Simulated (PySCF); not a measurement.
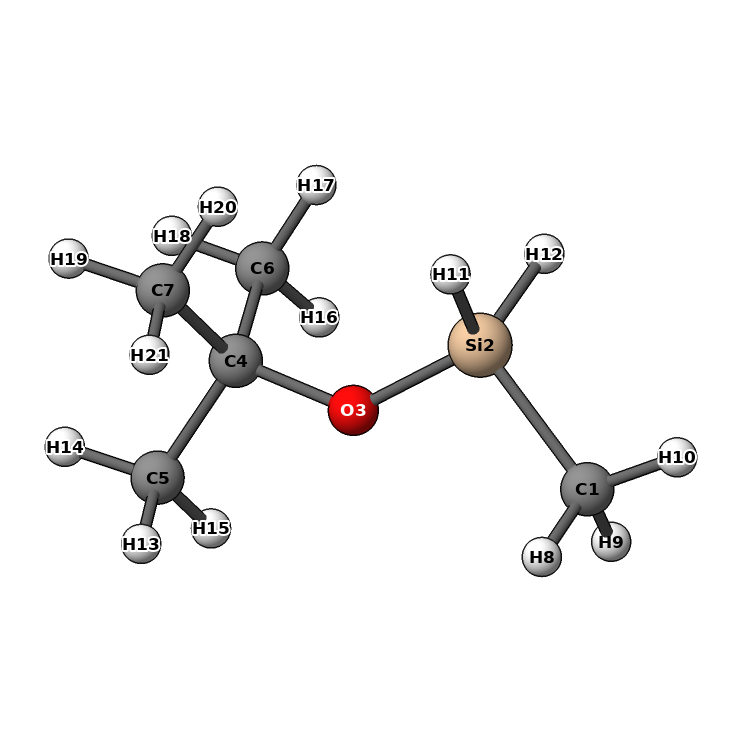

The questions are on isotropic NMR shieldings of the C atoms. The computed structure is the end point of a GFN2-xTB optimisation. No frequency run is at hand to confirm it as a minimum. Level of theory: GIAO PBE0/pcSseg-1 NMR shielding, non-relativistic, gas phase (PySCF 2.14.0).

Give the isotropic NMR shieldings of the C atoms atom by atom.

| atom | σ (ppm) |
| --- | --- |
| C1 | 189.0 |
| C4 | 114.2 |
| C5 | 152.6 |
| C6 | 154.9 |
| C7 | 154.9 |

The geometry is semi-empirical. Around Si such bond lengths and angles can be off by a tenth of an ångström or more and by several degrees, and values that hang on the shape move with them.
